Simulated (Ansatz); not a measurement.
Start from ZnO in the wurtzite structure (space group P6_3mc, No. 186; a = 3.187 Å, c = 5.153 Å).

Modification: every lattice vector is stretched by 3.00 %; the atoms relax in the strained cell.

All numbers come from DFT with LDA, PAW potentials and a 420 eV plane-wave cutoff in Ansatz (a quantum-chemistry and plane-wave program), without spin-orbit coupling.

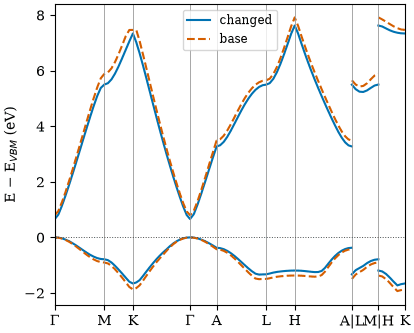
*Highest valence and lowest conduction band along the path, each from its own valence-band maximum*

Problem. From the figure, how large is the changed gap, and is it direct?

Solution. About 0.7 eV, direct at Γ.

Gaps are read on the SCF mesh and a high-symmetry path. Whether these cells are dynamically stable was not tested.
